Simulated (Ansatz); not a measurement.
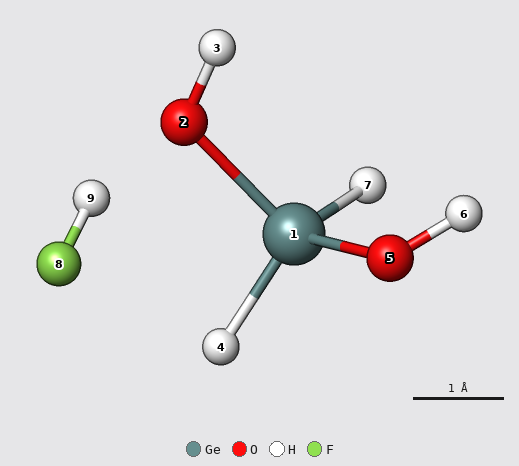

Fig. 1: The input geometry (ball-and-stick view, seen at a tilt; atoms are numbered from 1 in the order of the input). Sticks mark near contacts.

GeH$_{5}$O$_{2}$F: nudged elastic band (part 1 of 2)

- system: GeH$_{5}$O$_{2}$F
- method: RKS PBE0/def2-SVP (Ansatz 0.2.0)

It belongs to a series of runs on one base structure; here: band between the two ends. Figures and captions count atoms from 1; the log counts them from 0 in places.

### Output
```
Engine: ansatz 0.2.0, aarch64-unknown-linux-gnu
Functional definition: PBE0
  parameter a = 0.25
  parameter kappa = 0.804
  parameter beta = 0.06672455060314922
  exchange = (1 - a)*pbe_x(kappa = kappa, mu = beta*pi^2/3) + a*exact_x
  correlation = pbe_c(beta = beta)
1029 factors; integrals over basis functions are off by at most 6.0e-4 eV
mean field evaluation 1: about -63377.5794 eV, gradient 6.8e1 eV
mean field evaluation 2: about -63365.4624 eV, gradient 1.1e2 eV
mean field evaluation 4: about -63385.1573 eV, gradient 4.3e0 eV
mean field evaluation 8: about -63385.2016 eV, gradient 3.4e-2 eV
mean field -63385.20161359 eV, -2329.3631952668 hartree, gradient 2.2e-5 eV, S^2 0.000000; 0 other end points of the search recorded, 0 dependent functions left out
the calculation of the forces begins
reference -63385.20163637 eV, -2329.3631961040 hartree; 31, 31 occupied and 68, 68 virtual orbitals, 1029 factors
1030 factors; integrals over basis functions are off by at most 1.3e-3 eV
mean field evaluation 16: about -63377.7481 eV, gradient 6.9e1 eV
mean field -63385.52169121 eV, -2329.3749579021 hartree, gradient 2.0e-5 eV, S^2 0.000000; 0 other end points of the search recorded, 0 dependent functions left out
[... from here on the field's lines of each further geometry are left out, up to the last ...]
NEB iter   1: max|band force component| = 5.192e0 eV/Å  barrier→ = 2.5214 eV  barrier← = 2.8415 eV  Δτ_max = 0.0832 Å  (227 SCF iters)
NEB iter   2: max|band force component| = 3.838e0 eV/Å  barrier→ = 1.8051 eV  barrier← = 2.1251 eV  Δτ_max = 0.1070 Å  (203 SCF iters)
NEB iter   3: max|band force component| = 2.208e0 eV/Å  barrier→ = 1.1668 eV  barrier← = 1.4869 eV  Δτ_max = 0.1583 Å  (202 SCF iters)
NEB iter   4: max|band force component| = 2.423e0 eV/Å  barrier→ = 0.9173 eV  barrier← = 1.2374 eV  Δτ_max = 0.0349 Å  (200 SCF iters)
NEB iter   5: max|band force component| = 1.628e0 eV/Å  barrier→ = 0.8460 eV  barrier← = 1.1660 eV  Δτ_max = 0.0164 Å  (205 SCF iters)
NEB iter   6: max|band force component| = 1.011e0 eV/Å  barrier→ = 0.8037 eV  barrier← = 1.1237 eV  Δτ_max = 0.0680 Å  (207 SCF iters)
NEB iter   7: max|band force component| = 1.045e0 eV/Å  barrier→ = 0.7403 eV  barrier← = 1.0604 eV  Δτ_max = 0.0176 Å  (202 SCF iters)
NEB iter   8: max|band force component| = 6.695e-1 eV/Å  barrier→ = 0.7168 eV  barrier← = 1.0369 eV  Δτ_max = 0.0391 Å  (208 SCF iters)
NEB iter   9: max|band force component| = 7.696e-1 eV/Å  barrier→ = 0.6900 eV  barrier← = 1.0101 eV  Δτ_max = 0.0114 Å  (202 SCF iters)
NEB iter  10: max|band force component| = 3.746e-1 eV/Å  barrier→ = 0.6732 eV  barrier← = 0.9933 eV  CI = image 5  Δτ_max = 0.0069 Å  (205 SCF iters)
NEB iter  11: max|band force component| = 3.787e-1 eV/Å  barrier→ = 0.6714 eV  barrier← = 0.9914 eV  CI = image 5  Δτ_max = 0.0066 Å  (182 SCF iters)
NEB iter  12: max|band force component| = 3.751e-1 eV/Å  barrier→ = 0.6710 eV  barrier← = 0.9911 eV  CI = image 5  Δτ_max = 0.2000 Å  (160 SCF iters)
NEB iter  13: max|band force component| = 2.695e0 eV/Å  barrier→ = 0.7729 eV  barrier← = 1.0930 eV  CI = image 5  Δτ_max = 0.0411 Å  (197 SCF iters)
NEB iter  14: max|band force component| = 1.020e0 eV/Å  barrier→ = 0.7033 eV  barrier← = 1.0234 eV  CI = image 5  Δτ_max = 0.0094 Å  (204 SCF iters)
NEB iter  15: max|band force component| = 6.567e-1 eV/Å  barrier→ = 0.6903 eV  barrier← = 1.0103 eV  CI = image 5  Δτ_max = 0.0163 Å  (196 SCF iters)
NEB iter  16: max|band force component| = 5.044e-1 eV/Å  barrier→ = 0.6877 eV  barrier← = 1.0078 eV  CI = image 5  Δτ_max = 0.0479 Å  (196 SCF iters)
NEB iter  17: max|band force component| = 9.593e-1 eV/Å  barrier→ = 0.6907 eV  barrier← = 1.0108 eV  CI = image 5  Δτ_max = 0.0138 Å  (197 SCF iters)
NEB iter  18: max|band force component| = 5.124e-1 eV/Å  barrier→ = 0.6832 eV  barrier← = 1.0032 eV  CI = image 5  Δτ_max = 0.0045 Å  (203 SCF iters)
NEB iter  19: max|band force component| = 4.454e-1 eV/Å  barrier→ = 0.6806 eV  barrier← = 1.0007 eV  CI = image 5  Δτ_max = 0.0267 Å  (153 SCF iters)
NEB iter  20: max|band force component| = 4.686e-1 eV/Å  barrier→ = 0.6819 eV  barrier← = 1.0019 eV  CI = image 5  Δτ_max = 0.0077 Å  (200 SCF iters)
NEB iter  21: max|band force component| = 4.006e-1 eV/Å  barrier→ = 0.6790 eV  barrier← = 0.9991 eV  CI = image 5  Δτ_max = 0.0070 Å  (181 SCF iters)
NEB iter  22: max|band force component| = 4.005e-1 eV/Å  barrier→ = 0.6786 eV  barrier← = 0.9987 eV  CI = image 5  Δτ_max = 0.0740 Å  (163 SCF iters)
NEB iter  23: max|band force component| = 3.987e-1 eV/Å  barrier→ = 0.6799 eV  barrier← = 0.9999 eV  CI = image 5  Δτ_max = 0.1087 Å  (195 SCF iters)
NEB iter  24: max|band force component| = 1.074e0 eV/Å  barrier→ = 0.6862 eV  barrier← = 1.0063 eV  CI = image 5  Δτ_max = 0.0175 Å  (204 SCF iters)
NEB iter  25: max|band force component| = 8.399e-1 eV/Å  barrier→ = 0.6717 eV  barrier← = 0.9918 eV  CI = image 5  Δτ_max = 0.0067 Å  (197 SCF iters)
NEB iter  26: max|band force component| = 2.040e-1 eV/Å  barrier→ = 0.6658 eV  barrier← = 0.9859 eV  CI = image 5  Δτ_max = 0.0026 Å  (194 SCF iters)
NEB iter  27: max|band force component| = 1.613e-1 eV/Å  barrier→ = 0.6656 eV  barrier← = 0.9857 eV  CI = image 5  Δτ_max = 0.0159 Å  (147 SCF iters)
NEB iter  28: max|band force component| = 2.714e-1 eV/Å  barrier→ = 0.6662 eV  barrier← = 0.9863 eV  CI = image 5  Δτ_max = 0.0048 Å  (200 SCF iters)
NEB iter  29: max|band force component| = 2.488e-1 eV/Å  barrier→ = 0.6654 eV  barrier← = 0.9855 eV  CI = image 5  Δτ_max = 0.0017 Å  (188 SCF iters)
NEB iter  30: max|band force component| = 1.612e-1 eV/Å  barrier→ = 0.6652 eV  barrier← = 0.9853 eV  CI = image 5  Δτ_max = 0.0110 Å  (143 SCF iters)
NEB iter  31: max|band force component| = 1.665e-1 eV/Å  barrier→ = 0.6656 eV  barrier← = 0.9856 eV  CI = image 5  Δτ_max = 0.0035 Å  (190 SCF iters)
NEB iter  32: max|band force component| = 1.691e-1 eV/Å  barrier→ = 0.6649 eV  barrier← = 0.9850 eV  CI = image 5  Δτ_max = 0.0025 Å  (161 SCF iters)
NEB iter  33: max|band force component| = 1.095e-1 eV/Å  barrier→ = 0.6648 eV  barrier← = 0.9849 eV  CI = image 5  Δτ_max = 0.0026 Å  (153 SCF iters)
NEB iter  34: max|band force component| = 1.286e-1 eV/Å  barrier→ = 0.6647 eV  barrier← = 0.9848 eV  CI = image 5  Δτ_max = 0.0022 Å  (147 SCF iters)
NEB iter  35: max|band force component| = 1.249e-1 eV/Å  barrier→ = 0.6646 eV  barrier← = 0.9847 eV  CI = image 5  Δτ_max = 0.0017 Å  (154 SCF iters)
NEB iter  36: max|band force component| = 1.483e-1 eV/Å  barrier→ = 0.6646 eV  barrier← = 0.9846 eV  CI = image 5  Δτ_max = 0.0022 Å  (137 SCF iters)
NEB iter  37: max|band force component| = 9.354e-2 eV/Å  barrier→ = 0.6645 eV  barrier← = 0.9845 eV  CI = image 5  Δτ_max = 0.0022 Å  (154 SCF iters)
NEB iter  38: max|band force component| = 1.088e-1 eV/Å  barrier→ = 0.6644 eV  barrier← = 0.9845 eV  CI = image 5  Δτ_max = 0.0020 Å  (142 SCF iters)
NEB iter  39: max|band force component| = 1.107e-1 eV/Å  barrier→ = 0.6643 eV  barrier← = 0.9844 eV  CI = image 5  Δτ_max = 0.0017 Å  (150 SCF iters)
NEB iter  40: max|band force component| = 7.841e-2 eV/Å  barrier→ = 0.6642 eV  barrier← = 0.9843 eV  CI = image 5  Δτ_max = 0.0036 Å  (141 SCF iters)
NEB iter  41: max|band force component| = 1.274e-1 eV/Å  barrier→ = 0.6641 eV  barrier← = 0.9842 eV  CI = image 5  Δτ_max = 0.0023 Å  (154 SCF iters)
NEB iter  42: max|band force component| = 1.164e-1 eV/Å  barrier→ = 0.6640 eV  barrier← = 0.9840 eV  CI = image 5  Δτ_max = 0.0009 Å  (150 SCF iters)
NEB iter  43: max|band force component| = 9.879e-2 eV/Å  barrier→ = 0.6639 eV  barrier← = 0.9840 eV  CI = image 5  Δτ_max = 0.0255 Å  (132 SCF iters)
NEB iter  44: max|band force component| = 1.970e-1 eV/Å  barrier→ = 0.6625 eV  barrier← = 0.9825 eV  CI = image 5  Δτ_max = 0.0039 Å  (205 SCF iters)
NEB iter  45: max|band force component| = 1.389e-1 eV/Å  barrier→ = 0.6624 eV  barrier← = 0.9824 eV  CI = image 5  Δτ_max = 0.0012 Å  (162 SCF iters)
the calculation of the forces begins
reference -63385.40587852 eV, -2329.3707018645 hartree; 31, 31 occupied and 68, 68 virtual orbitals, 1030 factors
1030 factors; integrals over basis functions are off by at most 1.3e-3 eV
mean field evaluation 2144: about -63384.5393 eV, gradient 6.3e-4 eV
mean field -63384.53929653 eV, -2329.3388555635 hartree, gradient 3.6e-5 eV, S^2 0.000000; 1 other end points of the search recorded, 0 dependent functions left out
the calculation of the forces begins
reference -63384.53931998 eV, -2329.3388564254 hartree; 31, 31 occupied and 68, 68 virtual orbitals, 1030 factors
NEB iter  46: max|band force component| = 4.661e-2 eV/Å  barrier→ = 0.6623 eV  barrier← = 0.9824 eV  CI = image 5  Δτ_max = 0.0000 Å  (322 SCF iters)
```

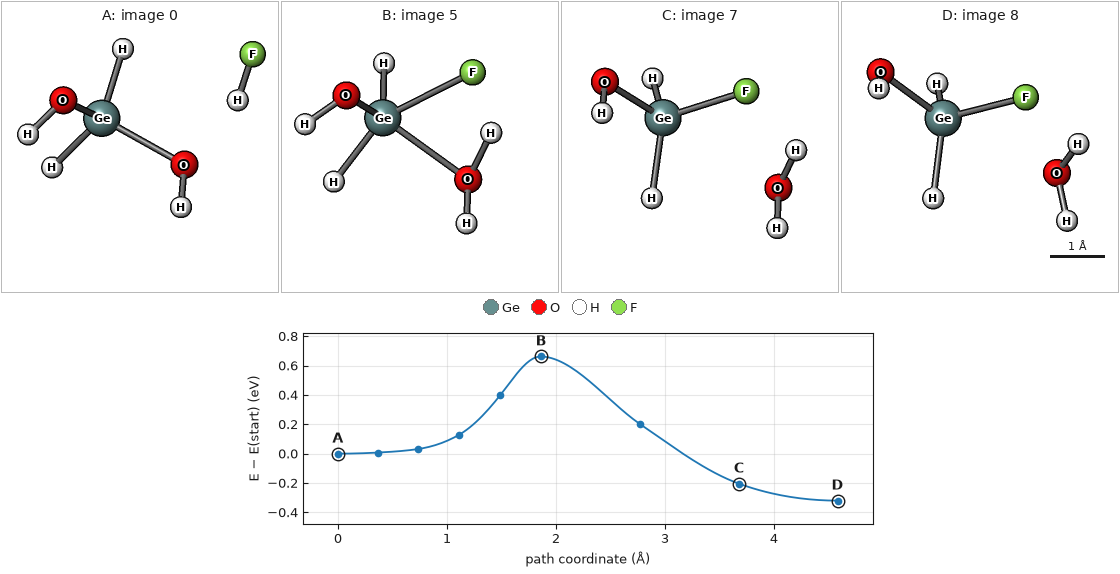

Fig. 2: Images of the last band (counted from 0; ball-and-stick, seen at a tilt) above the energy along the path; the line is a cubic interpolation that uses the forces. The highest image is number 5, 0.662 eV above the start and 0.982 eV above the end (the climbing image); the end lies 0.320 eV below the start. The path is 4.58 Å long. The band converged in 46 iterations.

```
Total energy: -63384.53931998 eV, -2329.3388564254 hartree
Atom 0 at     0.031137     0.189705    -0.026823 Å, force     0.006934     0.015051    -0.008401 eV/Å
Atom 1 at     0.145604    -0.014008     1.949883 Å, force     0.006916     0.000049     0.016456 eV/Å
Atom 2 at    -0.693028    -0.133680     2.411361 Å, force    -0.013350     0.023602     0.006861 eV/Å
Atom 3 at     1.412594    -0.051459    -0.631047 Å, force     0.003447     0.003408    -0.016370 eV/Å
Atom 4 at    -1.079017     1.358926    -0.766377 Å, force    -0.027562    -0.001522     0.016640 eV/Å
Atom 5 at    -1.858118     0.897626    -1.096657 Å, force     0.013565    -0.004776    -0.015355 eV/Å
Atom 6 at    -0.827149    -1.116849    -0.126351 Å, force     0.013324     0.012309     0.000862 eV/Å
Atom 7 at     0.801334     1.814294     0.918342 Å, force     0.000231    -0.019218    -0.021533 eV/Å
Atom 8 at     0.499544     1.041547     1.835270 Å, force    -0.003504    -0.028902     0.020842 eV/Å
Dipole moment:    -0.461827    -0.529304     0.216919 e Å
this run last wrote the band of iteration 46 to [file]
```

### The last band as extended XYZ (Å, eV, eV/Å)
```
9
Properties=species:S:1:pos:R:3:forces:R:3 image=0 energy=-63385.20161
Ge   -0.1529   -0.1268   -0.1062   -0.0016  -0.0031  -0.0147
O    -0.0749    0.0655    1.6839    0.0001  -0.0013   0.0049
H    -0.9313    0.0645    2.1255   -0.0060  -0.0001   0.0072
H     1.2709    0.1251   -0.5733    0.0072   0.0038  -0.0006
O    -1.2171    1.1151   -0.7784    0.0013   0.0023   0.0020
H    -2.1167    0.8106   -0.9349   -0.0004   0.0003   0.0014
H    -0.7436   -1.5185   -0.4015   -0.0027  -0.0055   0.0018
F     1.4811    2.0817    1.6016    0.0042   0.0041   0.0017
H     0.9174    1.3689    1.8509   -0.0021  -0.0004  -0.0037
9
Properties=species:S:1:pos:R:3:forces:R:3 image=1 energy=-63385.19423
Ge   -0.1292   -0.1334   -0.0773   -0.0043  -0.0045  -0.0075
O    -0.0503    0.0163    1.7195    0.0003   0.0095  -0.0101
H    -0.8990   -0.0619    2.1694    0.0013   0.0062  -0.0045
H     1.3094    0.0480   -0.5302   -0.0062  -0.0020  -0.0138
O    -1.1292    1.1686   -0.7321   -0.0074  -0.0106  -0.0195
H    -2.0394    0.9056   -0.9008   -0.0088  -0.0046   0.0012
H    -0.7908   -1.4883   -0.3966   -0.0022  -0.0088   0.0045
F     1.3308    2.1229    1.4284    0.0181   0.0112   0.0374
H     0.8306    1.4084    1.7873    0.0092   0.0035   0.0124
9
Properties=species:S:1:pos:R:3:forces:R:3 image=2 energy=-63385.17036
Ge   -0.1103   -0.1294   -0.0487   -0.0119  -0.0243  -0.0128
O    -0.0043   -0.0052    1.7510   -0.0124   0.0154  -0.0228
H    -0.8190   -0.2048    2.2244   -0.0180   0.0164  -0.0190
H     1.3315   -0.0460   -0.5210   -0.0117   0.0036  -0.0090
O    -1.0474    1.2169   -0.7061   -0.0145  -0.0244  -0.0155
H    -1.9502    0.9715   -0.9313   -0.0218  -0.0085   0.0129
H    -0.8624   -1.4412   -0.3480    0.0054  -0.0355  -0.0142
F     1.1635    2.1664    1.2984    0.0586   0.0367   0.0650
H     0.7315    1.4579    1.7488    0.0263   0.0205   0.0156
```
